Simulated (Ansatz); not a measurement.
# Frequency calculation, with input and output: C2H6SiTe

- system: C2H6SiTe, SMILES C=C([SiH3])[TeH]
- method: RKS PBE0-D4/def2-TZVP (Ansatz 0.2.0)

The geometry comes from this level: PBE0-D4/def2-TZVP. Figures and captions count atoms from 1; the log counts them from 0 in places.

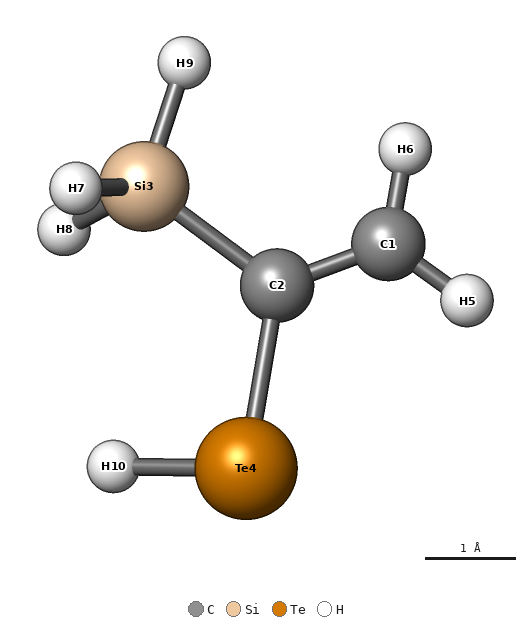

Figure 1. The structure as given in the input (ball-and-stick view, seen on its broad side; atoms are numbered from 1 in the order of the input). Bond lengths as drawn: C–C 1.33 Å, C–H 1.09 Å, C–Si 1.86 Å, C–Te 2.11 Å, H–Si 1.49 Å and H–Te 1.66 Å.

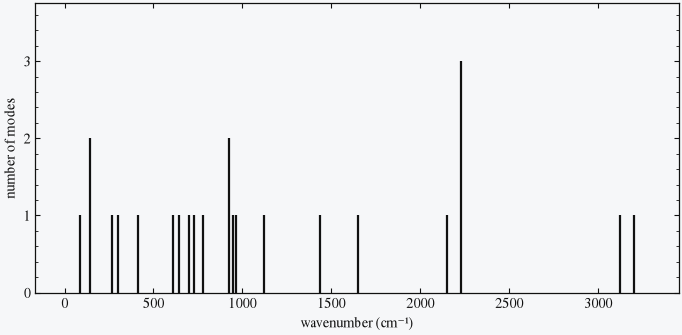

Figure 2. Harmonic vibrational wavenumbers from the force constants; neighbouring modes closer than 14 cm⁻¹ are counted in one stick. 24 modes from 86 to 3202 cm⁻¹, none imaginary.

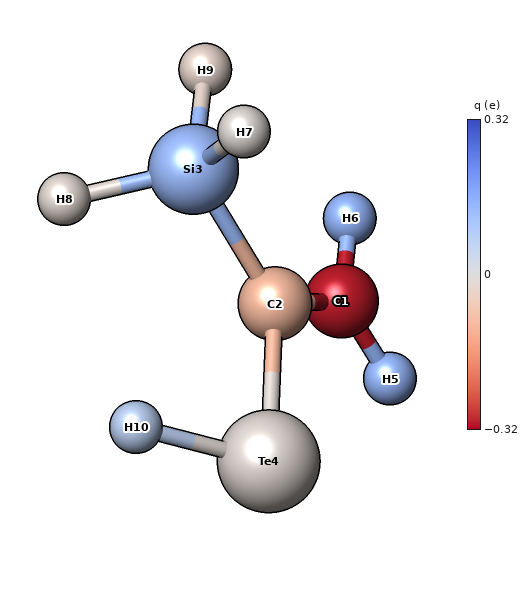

Figure 3. Mulliken charges, as the colour of each atom (ball-and-stick view, seen at a tilt; atoms are numbered from 1 in the order of the input; Mulliken charges depend strongly on the basis). By element: C −0.30 to −0.10, Si +0.13, Te −0.01 and H −0.03 to +0.14 e.

These pictures come from the run below.

**Input**
```yaml
crystal:
  periodic: [false, false, false]
  atoms:
    - {symbol: C, position_ang: [-0.647719, 1.475058, 0.544784]}
    - {symbol: C, position_ang: [0.033661, 0.537043, -0.110394]}
    - {symbol: Si, position_ang: [0.034463, -1.250703, 0.410002]}
    - {symbol: Te, position_ang: [1.274039, 1.072881, -1.728823]}
    - {symbol: H, position_ang: [-0.655020, 2.523177, 0.257082]}
    - {symbol: H, position_ang: [-1.240145, 1.217833, 1.419341]}
    - {symbol: H, position_ang: [1.394670, -1.659699, 0.845223]}
    - {symbol: H, position_ang: [-0.364098, -2.106244, -0.738944]}
    - {symbol: H, position_ang: [-0.931805, -1.429452, 1.527168]}
    - {symbol: H, position_ang: [1.185054, -0.430992, -2.422439]}
basis:
  gaussian: {orbitals: def2-TZVP}
hamiltonian: {xc: pbe0, dispersion: d4}
phonons: {temperatures: {t_min: 298.15, t_max: 900, t_step: 200}}
```

Launch command:
```bash
ansatz run in.yaml --threads 4 --pin off --events-out ev --progress --plain --max-ram 10444MiB
```

**Output**
```
Functional definition: PBE0
  name "PBE0"
  cite "Adamo & Barone, J. Chem. Phys. 110, 6158 (1999) doi:10.1063/1.478522"
  cite "Perdew, Burke & Ernzerhof, Phys. Rev. Lett. 77, 3865 (1996) doi:10.1103/PhysRevLett.77.3865"
  parent pbe
  parameter a = 0.25
  parameter kappa = 0.804
  parameter beta = 0.06672455060314922
  exchange = (1 - a)*pbe_x(kappa = kappa, mu = beta*pi^2/3) + a*exact_x
  correlation = pbe_c(beta = beta)
1330 factors; their error is unknown
mean field evaluation 1: about -17324.7196 eV, gradient 6.8e1 eV
mean field evaluation 2: about -17256.3382 eV, gradient 1.4e2 eV
mean field evaluation 4: about -17336.2900 eV, gradient 1.5e1 eV
mean field evaluation 8: about -17336.7468 eV, gradient 3.0e-1 eV
mean field evaluation 16: about -17336.9227 eV, gradient 6.9e-4 eV
mean field -17336.92274391 eV, -637.1201594504 hartree, gradient 5.8e-5 eV, S^2 0.000000; 0 other end points of the search recorded, 0 dependent functions left out
the calculation of the forces begins
reference -17336.92277751 eV, -637.1201606851 hartree; 28, 28 occupied and 157, 157 virtual orbitals, 1330 factors
these checks for a lower state are left out or cut short: stability, starts, cluster_reference, orbital_swaps, neighbouring_geometries, increment
1330 factors; their error is unknown
mean field -17336.92262623 eV, -637.1201551257 hartree, gradient 1.8e-6 eV, S^2 0.000000; 0 other end points of the search recorded, 0 dependent functions left out
[... from here on the field's lines of each further geometry are left out, up to the last ...]
the calculation of the forces begins
reference -17336.92275705 eV, -637.1201599334 hartree; 28, 28 occupied and 157, 157 virtual orbitals, 1330 factors
these checks for a lower state are left out or cut short: stability, starts, cluster_reference, orbital_swaps, neighbouring_geometries, increment
1330 factors; their error is unknown
mean field -17336.92273992 eV, -637.1201593038 hartree, gradient 1.8e-6 eV, S^2 0.000000; 0 other end points of the search recorded, 0 dependent functions left out
the calculation of the forces begins
reference -17336.92277352 eV, -637.1201605386 hartree; 28, 28 occupied and 157, 157 virtual orbitals, 1330 factors
Total energy: -17337.15580391 eV, -637.1287242473 hartree
Atom 0 at    -0.647719     1.475058     0.544784 Å, force     0.002641    -0.000491    -0.002323 eV/Å
Atom 1 at     0.033661     0.537043    -0.110394 Å, force    -0.000230     0.002879    -0.003733 eV/Å
Atom 2 at     0.034463    -1.250703     0.410002 Å, force     0.000622    -0.002316     0.003004 eV/Å
Atom 3 at     1.274039     1.072881    -1.728823 Å, force    -0.000858    -0.001909     0.000305 eV/Å
Atom 4 at    -0.655020     2.523177     0.257082 Å, force     0.000556     0.003110    -0.001571 eV/Å
Atom 5 at    -1.240145     1.217833     1.419341 Å, force    -0.001861    -0.003420     0.002727 eV/Å
Atom 6 at     1.394670    -1.659699     0.845223 Å, force    -0.001963    -0.000445    -0.000871 eV/Å
Atom 7 at    -0.364098    -2.106244    -0.738944 Å, force     0.000211     0.000870     0.000835 eV/Å
Atom 8 at    -0.931805    -1.429452     1.527168 Å, force     0.000865    -0.000741    -0.000112 eV/Å
Atom 9 at     1.185054    -0.430992    -2.422439 Å, force     0.000018     0.002464     0.001741 eV/Å
Dipole moment:    -0.080438     0.059923     0.072689 e Å
Vibrations: 85.85 140.08 148.46 265.47 300.55 411.19 610.72 643.36 700.25 729.18 779.56 919.47 931.69 946.77 965.07 1121.39 1438.81 1648.37 2149.45 2217.59 2226.38 2234.06 3123.70 3202.34 cm⁻¹, zero-point energy 1.732044 eV
```

**Summary**

| quantity | value |
| --- | --- |
| outcome | converged |
| total energy | −17337.1558 eV |
| mean-field energy | −17336.9228 eV |
| dispersion energy | −0.2330 eV |
| largest force (length of the vector) | 0.005 eV/Å |
| dipole moment | 0.59 D |
| hardware | 4 threads of Arm Neoverse V2, 23 GiB of memory available, shared host |
| wall time | 1.9 min (CPU time 7 min) |
| peak memory | 0.48 GiB |
